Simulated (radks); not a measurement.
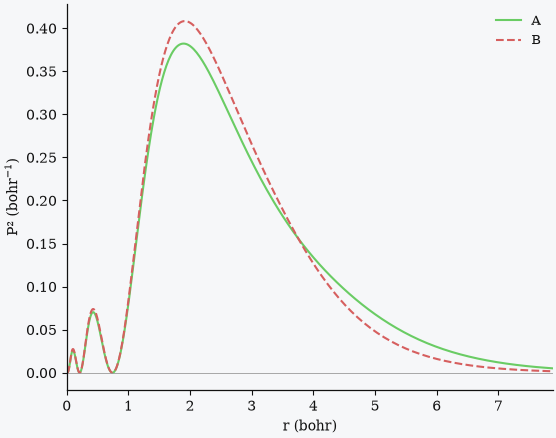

The selenium ion Se²⁻ in [Kr] was computed in two surroundings: the Watson sphere of radius 3.67 bohr; the Watson sphere of radius 4.74 bohr. Level of theory: scalar-relativistic Kohn-Sham, LDA (Slater exchange, VWN5 correlation), spin-polarised, spherical densities, point nucleus. Computed with the in-house radial solver radks.

The plot shows P² of the 4p down orbital in both runs (large components where relativistic).

Q: Assign A and B.

Answer: A is the Watson sphere of radius 4.74 bohr (⟨r⟩ = 2.81 bohr, eigenvalue −3.97 eV); B is the Watson sphere of radius 3.67 bohr (⟨r⟩ = 2.63 bohr, eigenvalue −5.43 eV). The smaller sphere makes the deeper well for the outer electrons.
